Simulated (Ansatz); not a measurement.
**One shape, several levels: AlH3 (SMILES [H][Al]([H])[H])**

Aim: a comparison of 6 runs (PBE0/3-21G, UPBE0/3-21G, BLYP/6-31G*, UB3LYP/6-31G*, BCCD(T)/6-31G*, FCI/6-31G*) of AlH3. 

The results are computed with Ansatz 0.2.0.

61 further runs of the same task are left out: 2 that didn't finish, 59 set aside as unsound or not needed.

### 1 The structure to begin with

AlH3 has 4 atoms, charge 0, and is taken as a singlet. SMILES: `[H][Al]([H])[H]`. The H2–Al1 distance was set to 2.330 Å, away from the relaxed value. At this shape a bond of the SMILES string is far longer than usual.

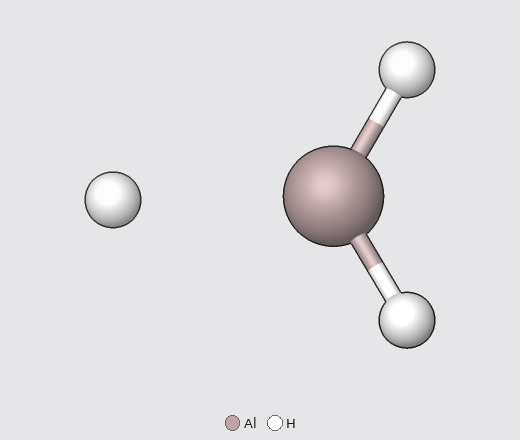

The structure, seen from a chosen angle (aluminium light grey, hydrogen white).

### 2 The energy at PBE0/3-21G (run 1)

Input file in.yaml:

```yaml
crystal:
  periodic: [false, false, false]
  atoms:
    - {symbol: Al, position_ang: [-0.776298, 0.015229, -0.007275]}
    - {symbol: H, position_ang: [1.552650, -0.030520, 0.014610]}
    - {symbol: H, position_ang: [-1.526098, 1.375089, -0.026415]}
    - {symbol: H, position_ang: [-1.579118, -1.314051, -0.002815]}
basis:
  gaussian: {orbitals: 3-21G.json}
hamiltonian: {xc: pbe0}
accuracy: high
```

The basis set 3-21G is read from a file made from the Basis Set Exchange's data (not shown).

The run is started by

```
ansatz run in.yaml --threads 1 --pin off --max-ram 2610MiB --events-out events.jsonl --progress --plain --runs-dir runs
```

The program printed:

```text
Warning: RAYON_NUM_THREADS=1 ignored (pool sized by the plan → 1); use --threads N
Functional definition: PBE0
  name "PBE0"
  parameter a = 0.25
  parameter kappa = 0.804
  parameter beta = 0.06672455060314922
  exchange = (1 - a)*pbe_x(kappa = kappa, mu = beta*pi^2/3) + a*exact_x
  correlation = pbe_c(beta = beta)
369 factors; integrals over basis functions are off by at most 2.5e-9 eV
mean field evaluation 1: about -6602.6834 eV, gradient 8.3e0 eV
mean field evaluation 2: about -6602.8373 eV, gradient 5.6e0 eV
mean field evaluation 4: about -6603.0389 eV, gradient 1.3e-1 eV
mean field evaluation 8: about -6603.0350 eV, gradient 1.4e-3 eV
mean field -6603.03501963 eV, -242.6570612735 hartree, gradient 4.7e-8 eV, S^2 0.000000; 0 other end points of the search recorded, 0 dependent functions left out
reference -6603.03502222 eV, -242.6570613688 hartree; 8, 8 occupied and 11, 11 virtual orbitals, 369 factors
Total energy: -6603.03502222 eV, -242.6570613688 hartree
```

It took 0.58 s on 1 thread of Arm Neoverse V2, shared host.

### 3 The energy at UPBE0/3-21G (run 2)

Input file run.yaml:

```yaml
crystal:
  periodic: [false, false, false]
  atoms:
    - {symbol: Al, position_ang: [-0.776298, 0.015229, -0.007275]}
    - {symbol: H, position_ang: [1.552650, -0.030520, 0.014610]}
    - {symbol: H, position_ang: [-1.526098, 1.375089, -0.026415]}
    - {symbol: H, position_ang: [-1.579118, -1.314051, -0.002815]}
basis:
  gaussian: {orbitals: 3-21G.json}
magnetization: {spin_polarized: true}
hamiltonian: {xc: pbe0}
accuracy: high
```

The basis set 3-21G is read from a file made from the Basis Set Exchange's data (not shown).

The run is started by

```
ansatz run run.yaml --threads 1 --pin off --max-ram 2610MiB --events-out events.jsonl --progress --plain --runs-dir runs
```

The program printed, cut to the lines that bear on the results:

```text
Warning: RAYON_NUM_THREADS=1 ignored (pool sized by the plan → 1); use --threads N
[... 7 set-up lines as earlier in the session ...]
369 factors; integrals over basis functions are off by at most 2.5e-9 eV
mean field evaluation 1: about -6602.6834 eV, gradient 5.9e0 eV
mean field evaluation 2: about -6602.8373 eV, gradient 4.0e0 eV
mean field evaluation 4: about -6603.0389 eV, gradient 9.3e-2 eV
mean field evaluation 8: about -6603.0350 eV, gradient 1.0e-3 eV
mean field -6603.03501963 eV, -242.6570612735 hartree, gradient 3.5e-8 eV, S^2 0.000000; 0 other end points of the search recorded, 0 dependent functions left out
reference -6603.03502222 eV, -242.6570613688 hartree; 8, 8 occupied and 11, 11 virtual orbitals, 369 factors
Total energy: -6603.03502222 eV, -242.6570613688 hartree
```

Run time: 1 s. Hardware: 1 thread of Arm Neoverse V2, shared host; peak memory 0.11 GiB.

Runs 3 to 4 aren't shown in full; the table further down has their settings and results.

### 4 The energy at BCCD(T)/6-31G(d) (spherical functions) (run 5)

run.yaml, as its differences from that of step 3:

```diff
@@ -8,5 +8,5 @@
 basis:
-  gaussian: {orbitals: 3-21G.json}
-magnetization: {spin_polarized: true}
-hamiltonian: {xc: pbe0}
+  gaussian: {orbitals: 6-31G_st_-spherical.json}
+scf: {omitted_lower_state_checks: [cluster_reference, increment]}
+correlation: {method: bccd_t, frozen_orbitals: {Al: 5, H: 0}}
 accuracy: high
```

The basis set 6-31G* is read from a file made from the Basis Set Exchange's data (not shown).

The run is started by

```
ansatz run run.yaml --threads 1 --pin off --max-ram 2610MiB --events-out events.jsonl --progress --plain --runs-dir runs
```

The program printed, cut to the lines that bear on the results:

```text
Warning: RAYON_NUM_THREADS=1 ignored (pool sized by the plan → 1); use --threads N
Functional definition: HF
  name "HF"
[...]
452 factors; integrals over basis functions are off by at most 4.3e-9 eV
[...]
mean field -6627.29990765 eV, -243.5487794608 hartree, gradient 2.2e-8 eV, S^2 0.000000; 0 other end points of the search recorded, 0 dependent functions left out; unrestricted orbitals would lower it
5 core orbitals not correlated: weight in the atoms' cores, before any rotation towards them, 1.000 or more for the frozen orbitals, at most 0.000 for the correlated occupied ones
reference -6627.29990765 eV, -243.5487794608 hartree; 3, 3 occupied and 16, 16 virtual orbitals, 452 factors
second order -1.55308094 eV of doubles, -0.00000000 eV of singles
cycle   1  -1.97667352 eV  change   -4.2e-1 eV  update   7.0e-2
[...]
cycle  20  -2.24295091 eV  change   2.1e-10 eV  update  2.3e-10
perturbative correction -0.04582549 eV, -0.0016840556 hartree
Total energy: -6629.58868404 eV, -243.6328904418 hartree
Checks for a lower state left out: cluster_reference, increment
```

It took 0.2 s on 1 thread of Arm Neoverse V2, shared host.

### 5 The energy at FCI/6-31G(d) (spherical functions) (run 6)

Input file in.yaml:

```yaml
crystal:
  periodic: [false, false, false]
  atoms:
    - symbol: Al
      position_ang: [-0.776298, 0.015229, -0.007275]
    - symbol: H
      position_ang: [1.552650, -0.030520, 0.014610]
    - symbol: H
      position_ang: [-1.526098, 1.375089, -0.026415]
    - symbol: H
      position_ang: [-1.579118, -1.314051, -0.002815]
basis:
  gaussian:
    orbitals: 6-31G_st_-spherical.json
correlation:
  method: fci
  frozen_orbitals: {Al: 5, H: 0}
accuracy: high
```

The basis set 6-31G* is read from a file made from the Basis Set Exchange's data (not shown).

The run is started by

```
ansatz run in.yaml --threads 1 --pin off --max-ram 2610MiB --events-out events.jsonl --progress --plain --runs-dir runs
```

The program printed:

```text
Warning: RAYON_NUM_THREADS=1 ignored (pool sized by the plan → 1); use --threads N
[... 2 set-up lines as earlier in the session ...]
  exchange = exact_x
  correlation = 0
452 factors; integrals over basis functions are off by at most 4.3e-9 eV
mean field evaluation 1: about -6626.7955 eV, gradient 8.6e0 eV
mean field evaluation 2: about -6626.7985 eV, gradient 8.6e0 eV
mean field evaluation 4: about -6627.2989 eV, gradient 3.9e-1 eV
mean field evaluation 8: about -6627.2999 eV, gradient 3.5e-5 eV
mean field -6627.29990765 eV, -243.5487794608 hartree, gradient 2.2e-8 eV, S^2 0.000000; 0 other end points of the search recorded, 0 dependent functions left out; unrestricted orbitals would lower it
mean field evaluation 16: about -6627.2893 eV, gradient 2.6e-1 eV
5 core orbitals not correlated: weight in the atoms' cores, before any rotation towards them, 1.000 or more for the frozen orbitals, at most 0.000 for the correlated occupied ones
reference -6627.29990765 eV, -243.5487794608 hartree; 3, 3 occupied and 16, 16 virtual orbitals, 452 factors
state -6629.60914528 eV, -243.6336423785 hartree
Total energy: -6629.60914528 eV, -243.6336423785 hartree
```

Run time: 2.1 s. Hardware: 1 thread of Arm Neoverse V2, shared host; peak memory 0.14 GiB.

### 6 The series

| run | level | frozen core orbitals | energy (Eh) | wall time |
| --- | --- | --- | --- | --- |
| 1 | PBE0/3-21G | – | -242.657061 | 0.58 s |
| 2 | UPBE0/3-21G | – | -242.657061 | 1 s |
| 3 | BLYP/6-31G* (spherical functions) | – | -244.112768 | 0.73 s |
| 4 | UB3LYP/6-31G* (spherical functions) | – | -244.144392 | 1.3 s |
| 5 | BCCD(T)/6-31G* (spherical functions) | 5 | -243.632890 | 0.2 s |
| 6 | FCI/6-31G* (spherical functions) | 5 | -243.633642 | 2.1 s |

### 7 Outcome

```
                                          quantity          value
                               run 6: total energy  -243.63364 Eh
run 6: correlation energy (5 core orbitals frozen)      -84.9 mEh
```

In words: Against full CI in this basis: BCCD(T) +0.8 mEh. Totals of different functionals can't be ranked against each other. In run 5 the log says that unrestricted orbitals would lower the reference, so the values rest on an unstable closed-shell determinant (other closed-shell runs at this shape may share the fault). All runs together took 6 s, the longest 2.1 s.
